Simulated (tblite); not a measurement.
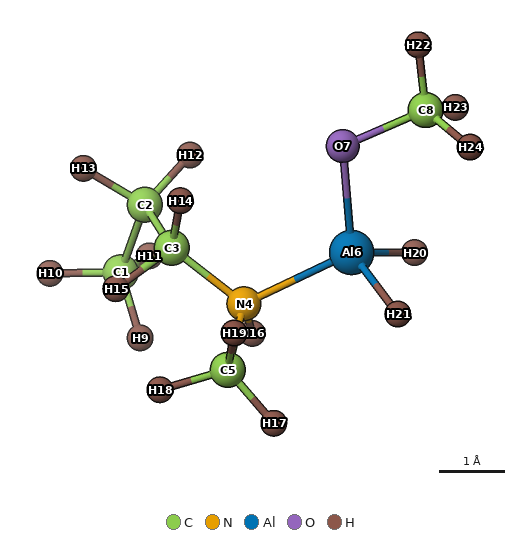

**Figure 1.** The starting structure (ball-and-stick view, seen at a tilt; atoms are numbered from 1 in the order of the input). Sticks mark near contacts.

C5H16AlNO: geometry relaxation (part 1 of 3)

The run: geometry relaxation of C5H16AlNO, SMILES CCC[N@H+](C)[AlH2-][O]C. Method and program: GFN2-xTB geometry optimisation, gas phase (tblite 0.8.0).

**The input**
```
{"job": {"kind": "relax", "xc": "GFN2-xTB", "basis": "xTB"}, "charge": 0, "multiplicity": 1}
C      2.911100     0.255000     0.726100
C      1.700600     1.156200     0.468400
C      0.878800     0.593000    -0.611900
N      0.319200    -0.695100    -0.441900
C      0.244600    -1.284100    -1.777800
Al    -1.448800    -0.735600     0.257600
O     -2.284500     0.877500     0.260700
C     -3.451900     0.748400     1.022700
H      2.855400    -0.722300     0.250300
H      3.839900     0.738600     0.364300
H      3.070400     0.091300     1.826400
H      1.154900     1.417000     1.400900
H      2.140900     2.129100     0.126500
H      0.082500     1.296500    -0.914500
H      1.547400     0.518200    -1.510600
H      0.897700    -1.311600     0.179100
H     -0.021200    -2.344800    -1.771000
H      1.182800    -1.059500    -2.302500
H     -0.563700    -0.674300    -2.284600
H     -1.444100    -1.425000     1.728300
H     -2.299500    -1.720200    -0.657000
H     -3.914100     1.743900     1.049900
H     -3.227400     0.388400     2.063500
H     -4.182800     0.038900     0.554700
```

The first line tells a small driver script what to run in tblite; the rest is the geometry in Å.

Run as:
```bash
OMP_NUM_THREADS=1 python <driver script> task.json out
```

**What the program printed**
```
step      E/eV     max force
  0    -733.50254    3.029
  1    -733.89118    1.880
  2    -734.04034    0.898
  3    -734.10970    0.838
  4    -734.16067    0.668
  5    -734.19956    0.533
  6    -734.23355    0.615
  7    -734.27439    0.666
  8    -734.31173    0.540
  9    -734.34461    0.415
 10    -734.36884    0.423
 11    -734.38923    0.445
 12    -734.41391    0.441
 13    -734.44340    0.369
 14    -734.46684    0.355
 15    -734.48220    0.436
 16    -734.49852    0.450
 17    -734.51776    0.381
 18    -734.54139    0.371
 19    -734.56656    0.356
 20    -734.58927    0.362
 21    -734.60864    0.430
 22    -734.62857    0.395
 23    -734.65404    0.349
 24    -734.68148    0.426
 25    -734.70725    0.477
 26    -734.73207    0.488
 27    -734.74710    0.670
 28    -734.77499    0.427
 29    -734.80749    0.258
 30    -734.84494    0.325
 31    -734.86690    0.301
 32    -734.87891    0.229
 33    -734.89454    0.195
 34    -734.90262    0.204
 35    -734.91096    0.185
 36    -734.91851    0.191
 37    -734.92622    0.225
 38    -734.93349    0.196
 39    -734.93971    0.191
 40    -734.94542    0.160
 41    -734.95054    0.163
 42    -734.95517    0.213
 43    -734.95940    0.214
 44    -734.96384    0.171
 45    -734.96822    0.172
 46    -734.97331    0.210
 47    -734.97952    0.212
 48    -734.98608    0.174
 49    -734.99199    0.167
 50    -734.99770    0.169
 51    -735.00363    0.170
 52    -735.00951    0.179
 53    -735.01483    0.180
 54    -735.01917    0.143
 55    -735.02310    0.136
 56    -735.02751    0.140
 57    -735.03317    0.206
 58    -735.04076    0.330
 59    -735.05005    0.377
 60    -735.05914    0.271
 61    -735.06663    0.187
 62    -735.07077    0.156
 63    -735.07563    0.161
 64    -735.07888    0.137
 65    -735.08131    0.110
 66    -735.08327    0.125
 67    -735.08585    0.198
 68    -735.08889    0.199
 69    -735.09176    0.120
 70    -735.09417    0.113
 71    -735.09666    0.102
 72    -735.09920    0.134
 73    -735.10202    0.142
 74    -735.10534    0.147
 75    -735.10879    0.127
 76    -735.11168    0.101
 77    -735.11384    0.102
 78    -735.11561    0.096
 79    -735.11737    0.093
 80    -735.11908    0.106
 81    -735.12051    0.096
 82    -735.12169    0.094
 83    -735.12289    0.100
 84    -735.12431    0.085
 85    -735.12587    0.094
 86    -735.12741    0.099
 87    -735.12888    0.092
 88    -735.13049    0.091
 89    -735.13226    0.095
 90    -735.13436    0.120
 91    -735.13677    0.150
 92    -735.13972    0.140
 93    -735.14279    0.111
 94    -735.14550    0.090
 95    -735.14739    0.090
 96    -735.14896    0.096
 97    -735.15055    0.104
 98    -735.15236    0.070
 99    -735.15357    0.060
100    -735.15435    0.063
101    -735.15504    0.052
102    -735.15594    0.052
103    -735.15661    0.053
104    -735.15713    0.050
105    -735.15759    0.052
106    -735.15809    0.049
107    -735.15868    0.046
108    -735.15932    0.056
109    -735.15993    0.059
110    -735.16040    0.049
111    -735.16081    0.038
112    -735.16128    0.046
113    -735.16178    0.045
114    -735.16222    0.042
115    -735.16259    0.042
116    -735.16294    0.048
117    -735.16336    0.049
118    -735.16376    0.050
119    -735.16403    0.033
120    -735.16419    0.028
121    -735.16432    0.022
122    -735.16446    0.024
123    -735.16462    0.028
124    -735.16478    0.025
125    -735.16493    0.027
126    -735.16509    0.024
127    -735.16525    0.030
128    -735.16539    0.024
129    -735.16550    0.018
130    -735.16559    0.023
131    -735.16572    0.032
132    -735.16591    0.044
133    -735.16617    0.044
134    -735.16641    0.028
135    -735.16656    0.023
136    -735.16664    0.020
137    -735.16671    0.017
138    -735.16679    0.014
139    -735.16685    0.014
140    -735.16688    0.011
141    -735.16691    0.011
142    -735.16695    0.012
143    -735.16699    0.015
144    -735.16703    0.018
145    -735.16708    0.017
146    -735.16715    0.021
147    -735.16725    0.034
148    -735.16744    0.046
149    -735.16774    0.050
150    -735.16813    0.056
151    -735.16855    0.049
152    -735.16896    0.047
153    -735.16936    0.055
154    -735.16977    0.047
155    -735.17015    0.044
156    -735.17045    0.042
157    -735.17068    0.031
158    -735.17084    0.032
159    -735.17100    0.026
160    -735.17113    0.022
161    -735.17126    0.024
162    -735.17137    0.028
163    -735.17148    0.021
164    -735.17158    0.018
165    -735.17169    0.020
166    -735.17181    0.028
167    -735.17192    0.025
168    -735.17202    0.021
169    -735.17208    0.018
170    -735.17214    0.016
171    -735.17219    0.017
172    -735.17223    0.015
173    -735.17227    0.015
174    -735.17230    0.013
175    -735.17234    0.015
176    -735.17239    0.014
177    -735.17245    0.017
178    -735.17253    0.026
179    -735.17263    0.031
180    -735.17275    0.028
181    -735.17288    0.027
182    -735.17302    0.033
183    -735.17314    0.025
184    -735.17321    0.021
185    -735.17324    0.012
186    -735.17326    0.010
187    -735.17327    0.009
```

**Trajectory as extended XYZ (Å, eV, eV/Å), 21 of the 188 frames kept, from step=0 to step=187**
```
24
Properties=species:S:1:pos:R:3:forces:R:3 step=0 energy=-733.50254
C     2.9111    0.2550    0.7261    1.0770   0.0750   1.3330
C     1.7006    1.1562    0.4684    1.3220   1.3690   1.3280
C     0.8788    0.5930   -0.6119    0.2410   1.4870  -2.0770
N     0.3192   -0.6951   -0.4419    0.5770  -2.0430   0.4580
C     0.2446   -1.2841   -1.7778   -0.8860   0.6970  -0.3760
Al   -1.4488   -0.7356    0.2576   -2.8160   0.6230   0.9270
O    -2.2845    0.8775    0.2607    1.0510  -1.7320   0.1140
C    -3.4519    0.7484    1.0227   -0.3020  -0.1220   0.1480
H     2.8554   -0.7223    0.2503   -0.1010   0.0850   0.0610
H     3.8399    0.7386    0.3643   -0.4990  -0.3230   0.1270
H     3.0704    0.0913    1.8264   -0.1860   0.0450  -0.9970
H     1.1549    1.4170    1.4009    0.0770  -0.5640  -0.5420
H     2.1409    2.1291    0.1265   -0.6510  -0.5250   0.1230
H     0.0825    1.2965   -0.9145   -0.1090  -0.1580   0.2570
H     1.5474    0.5182   -1.5106   -0.0280   0.4690   0.4170
H     0.8977   -1.3116    0.1791   -0.2650   0.7170  -0.5870
H    -0.0212   -2.3448   -1.7710    0.0670   0.3390   0.0040
H     1.1828   -1.0595   -2.3025   -0.1220  -0.6670  -0.1600
H    -0.5637   -0.6743   -2.2846    0.5840  -0.9210   0.1850
H    -1.4441   -1.4250    1.7283    0.4710   0.4020  -0.3710
H    -2.2995   -1.7202   -0.6570    0.3120   0.1820  -0.1570
H    -3.9141    1.7439    1.0499   -0.0820  -0.1550   0.2340
H    -3.2274    0.3884    2.0635   -0.3200   0.3070  -0.8370
H    -4.1828    0.0389    0.5547    0.5870   0.4130   0.3880
24
Properties=species:S:1:pos:R:3:forces:R:3 step=9 energy=-734.34461
C     2.9689    0.2838    0.7811   -0.0620  -0.0760  -0.0920
C     1.7546    1.1868    0.4943    0.0240  -0.2100   0.0680
C     0.9155    0.6739   -0.6757    0.0050   0.0570   0.1070
N     0.3218   -0.6627   -0.4994    0.1360   0.0790  -0.1640
C     0.2067   -1.3059   -1.8048    0.0600  -0.1260  -0.0620
Al   -1.5864   -0.8350    0.2888    0.0200   0.2700   0.0300
O    -2.2342    0.7474    0.3363   -0.1430  -0.3510   0.1690
C    -3.4639    0.7728    1.0313    0.0590   0.0090  -0.0270
H     2.8352   -0.6855    0.3001    0.1080  -0.0120   0.0140
H     3.8984    0.7066    0.4000   -0.1390   0.0310   0.0220
H     3.0963    0.0876    1.8437   -0.0340   0.1580  -0.0420
H     1.1264    1.2645    1.3792   -0.0540   0.0000   0.0420
H     2.0868    2.1889    0.2066   -0.0400  -0.0830   0.2210
H     0.0718    1.3377   -0.8472   -0.0350   0.2640  -0.0850
H     1.5797    0.6804   -1.5464   -0.1010  -0.0620  -0.1860
H     0.9421   -1.2113    0.0915    0.0570  -0.0970   0.0310
H    -0.0694   -2.3552   -1.7127   -0.0880   0.0370   0.1660
H     1.1457   -1.2535   -2.3692   -0.0480   0.0280   0.0070
H    -0.5841   -0.7962   -2.3573    0.0470  -0.0350  -0.0590
H    -1.3135   -1.3538    1.7612    0.0590  -0.0920  -0.3010
H    -2.3316   -1.7539   -0.7636    0.1100   0.0380   0.2560
H    -3.8868    1.7876    1.0384    0.1450  -0.1630  -0.0910
H    -3.3176    0.4377    2.0664   -0.0970   0.1120  -0.1230
H    -4.1742    0.0770    0.5648    0.0090   0.2240   0.1000
24
Properties=species:S:1:pos:R:3:forces:R:3 step=19 energy=-734.56656
C     2.9641    0.2773    0.7911   -0.0310  -0.0040  -0.1080
C     1.7158    1.1258    0.5208   -0.1100  -0.1120   0.0200
C     0.9264    0.7591   -0.7416    0.0260   0.1040   0.0500
N     0.3377   -0.5799   -0.6066    0.2090   0.0760  -0.0600
C     0.2018   -1.3424   -1.8386    0.0210  -0.1300  -0.0390
Al   -1.4862   -0.8827    0.2794   -0.0760  -0.0830   0.2220
O    -2.2741    0.5876    0.4604   -0.2240  -0.1850   0.1510
C    -3.5217    0.8453    1.0514    0.1120   0.0710  -0.0160
H     2.9139   -0.7295    0.3762   -0.1250   0.0460  -0.0400
H     3.8381    0.7597    0.3618    0.0820  -0.0560   0.0380
H     3.1030    0.1666    1.8633    0.1310   0.0880  -0.0380
H     1.0188    1.0117    1.3539   -0.0440   0.0420   0.0210
H     2.0247    2.1746    0.4704   -0.1900  -0.1110  -0.0200
H     0.1095    1.4718   -0.8449   -0.1510   0.0980  -0.0660
H     1.5450    0.8251   -1.6415    0.1820  -0.0980  -0.0140
H     0.9849   -1.1035   -0.0229    0.0050  -0.1280   0.1900
H    -0.1340   -2.3344   -1.5543   -0.1010  -0.1850  -0.0440
H     1.1258   -1.4542   -2.4119    0.1220   0.2350   0.0480
H    -0.5732   -0.9082   -2.4635   -0.0300   0.1400  -0.0830
H    -1.0155   -1.5232    1.6288    0.1390   0.0000  -0.0440
H    -2.2650   -1.8365   -0.6716   -0.0010  -0.0660  -0.0950
H    -3.7621    1.9143    0.9378   -0.0560  -0.2550   0.0360
H    -3.4883    0.5781    2.1161   -0.0360   0.1930  -0.1480
H    -4.3013    0.2174    0.5934    0.1490   0.3210   0.0380
24
Properties=species:S:1:pos:R:3:forces:R:3 step=28 energy=-734.77499
C     2.9315    0.2960    0.7600   -0.0270   0.0300  -0.0220
C     1.6304    1.0740    0.5477   -0.0720   0.1710   0.1540
C     0.9242    0.7453   -0.7642    0.0810   0.2340   0.1920
N     0.3221   -0.5801   -0.6230    0.2230   0.0930  -0.1510
C     0.2346   -1.3349   -1.8567   -0.0280  -0.0880  -0.1350
Al   -1.4400   -1.0075    0.3617   -0.1490   0.1200   0.0650
O    -2.3687    0.3596    0.6246   -0.2030  -0.0550   0.1670
C    -3.5630    0.9415    1.0782    0.1360   0.0870  -0.0430
H     2.8591   -0.7269    0.3926   -0.0150  -0.0100   0.0730
H     3.7756    0.7628    0.2591   -0.0730   0.0890  -0.1770
H     3.1813    0.2586    1.8148   -0.0570  -0.0370   0.0940
H     0.9074    0.8429    1.3341    0.0680  -0.0420   0.1410
H     1.8352    2.1438    0.5967    0.0370   0.0200  -0.0070
H     0.1308    1.4689   -0.9501   -0.1110   0.0590  -0.0100
H     1.6463    0.8255   -1.5843   -0.0230  -0.3140  -0.1520
H     0.9525   -1.0919   -0.0069   -0.0350  -0.1610   0.0500
H    -0.1367   -2.3298   -1.6201    0.0990  -0.0740  -0.0440
H     1.1941   -1.3985   -2.3744    0.0640  -0.0330  -0.0340
H    -0.4997   -0.8717   -2.5057   -0.0880   0.1290  -0.1790
H    -0.6727   -1.6995    1.5480   -0.0940   0.0740   0.0520
H    -2.1800   -1.9465   -0.6347   -0.0020  -0.0810  -0.0170
H    -3.6406    2.0207    0.8566    0.3490  -0.2350  -0.0740
H    -3.6233    0.8178    2.1673   -0.1750  -0.0170  -0.2020
H    -4.4122    0.4497    0.5864    0.0950   0.0400   0.2580
24
Properties=species:S:1:pos:R:3:forces:R:3 step=37 energy=-734.92622
C     2.8964    0.3387    0.7517    0.0550  -0.0500   0.0320
C     1.5732    1.0748    0.5880    0.0010  -0.0250   0.0790
C     0.9192    0.7220   -0.7455    0.0060   0.0620  -0.0030
N     0.2996   -0.6025   -0.6548    0.0580   0.0230   0.0270
C     0.2699   -1.3080   -1.9270    0.0010   0.0240  -0.0220
Al   -1.4507   -1.0909    0.4126   -0.0530  -0.1160  -0.0070
O    -2.4752    0.1507    0.8000   -0.1170   0.0200   0.0670
C    -3.5535    0.9770    1.1125    0.0930   0.0340  -0.0600
H     2.7901   -0.6991    0.4488    0.0900  -0.1100  -0.0320
H     3.6681    0.8014    0.1414    0.0380  -0.0340  -0.0200
H     3.2281    0.3313    1.7852    0.0030   0.1340   0.0410
H     0.8938    0.7899    1.3888   -0.1980  -0.0720   0.0780
H     1.7395    2.1466    0.6704    0.0000   0.0980  -0.1060
H     0.1488    1.4500   -1.0081   -0.0100   0.0090  -0.0090
H     1.6887    0.7174   -1.5327   -0.0690   0.0880   0.0030
H     0.8911   -1.1496   -0.0270    0.0020  -0.0470  -0.0080
H    -0.0766   -2.3199   -1.7421   -0.0900  -0.0730  -0.0710
H     1.2554   -1.3522   -2.4015    0.0150   0.0610  -0.0100
H    -0.4356   -0.8111   -2.5903    0.0110  -0.0340  -0.0710
H    -0.5972   -1.7051    1.5782   -0.0810   0.0010   0.0510
H    -2.1322   -2.0482   -0.6197    0.0790  -0.0200   0.0770
H    -3.3548    1.9955    0.7623   -0.0270   0.0300   0.0410
H    -3.7362    1.0016    2.1945    0.1170  -0.0370  -0.1160
H    -4.4615    0.6095    0.6219    0.0750   0.0330   0.0390
```
